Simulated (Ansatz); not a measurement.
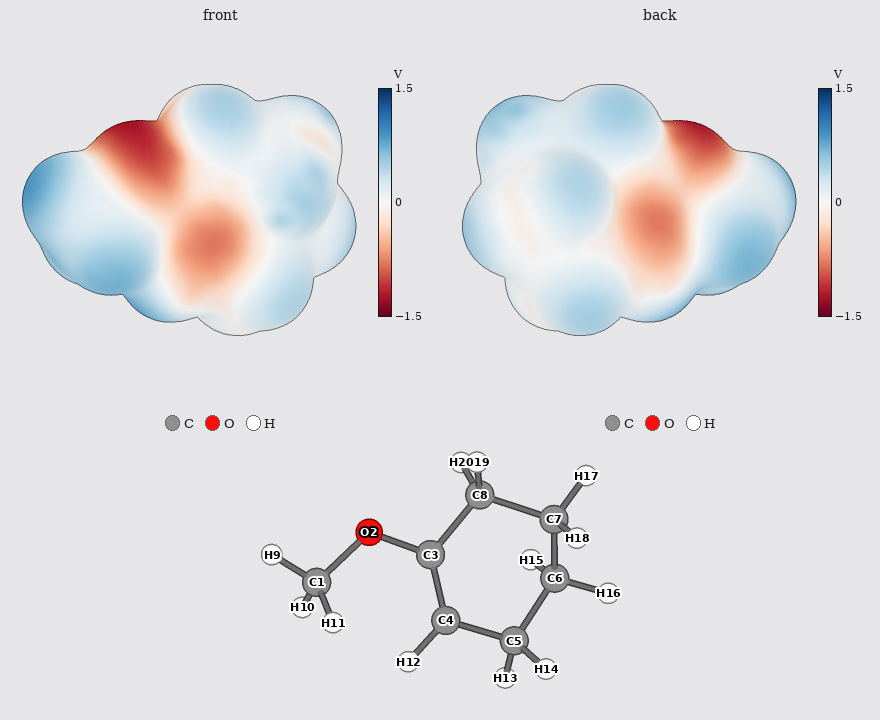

*C$_{7}$H$_{12}$O. The electrostatic potential painted on the density surface at 0.002 e/bohr³, seen from the front and from behind; the colour scale runs from red (negative) to blue (positive). The bare structure is drawn below in the same view.*

Geometry: PBE0-D4/def2-TZVP.

Computed with Ansatz, RKS PBE0-D4/def2-TZVPP.

The calculation's input:

```
crystal:
  periodic: [false, false, false]
  atoms:
    - {symbol: C, position_ang: [-1.348265, -1.318160, 2.348914]}
    - {symbol: O, position_ang: [-0.362592, -0.359184, 2.066381]}
    - {symbol: C, position_ang: [-0.089932, -0.112456, 0.760644]}
    - {symbol: C, position_ang: [-0.656513, -0.725893, -0.280829]}
    - {symbol: C, position_ang: [-0.327814, -0.371944, -1.700280]}
    - {symbol: C, position_ang: [0.416374, 0.950500, -1.810288]}
    - {symbol: C, position_ang: [1.523593, 1.026931, -0.772500]}
    - {symbol: C, position_ang: [0.944701, 0.958329, 0.632055]}
    - {symbol: H, position_ang: [-1.440426, -1.357578, 3.433388]}
    - {symbol: H, position_ang: [-2.312789, -1.038592, 1.909838]}
    - {symbol: H, position_ang: [-1.062398, -2.307164, 1.972955]}
    - {symbol: H, position_ang: [-1.384867, -1.512378, -0.123202]}
    - {symbol: H, position_ang: [-1.250432, -0.329121, -2.289259]}
    - {symbol: H, position_ang: [0.273196, -1.172141, -2.154376]}
    - {symbol: H, position_ang: [-0.285683, 1.776294, -1.645744]}
    - {symbol: H, position_ang: [0.820813, 1.073420, -2.818797]}
    - {symbol: H, position_ang: [2.107931, 1.943350, -0.890250]}
    - {symbol: H, position_ang: [2.214545, 0.189328, -0.921711]}
    - {symbol: H, position_ang: [1.728029, 0.768297, 1.372029]}
    - {symbol: H, position_ang: [0.492517, 1.918168, 0.911041]}
basis:
  gaussian: {orbitals: def2-TZVPP}
hamiltonian: {xc: pbe0, dispersion: d4}
output: {orbitals: {seedname: orbitals}}
```

Run with:

```sh
ansatz run in.yaml --threads 2 --pin off --events-out ev --progress --plain --max-ram 22528MiB --backend cuda --devices 0, --max-vram 18GiB
```

**Where is the surface potential most negative and most positive?**

The most negative region (about −1.2 V, or −28 kcal/mol for a unit charge) lies over O2, the most positive (about +0.8 V, or +18 kcal/mol for a unit charge) over H9. O2 is the likeliest acceptor of a hydrogen bond.
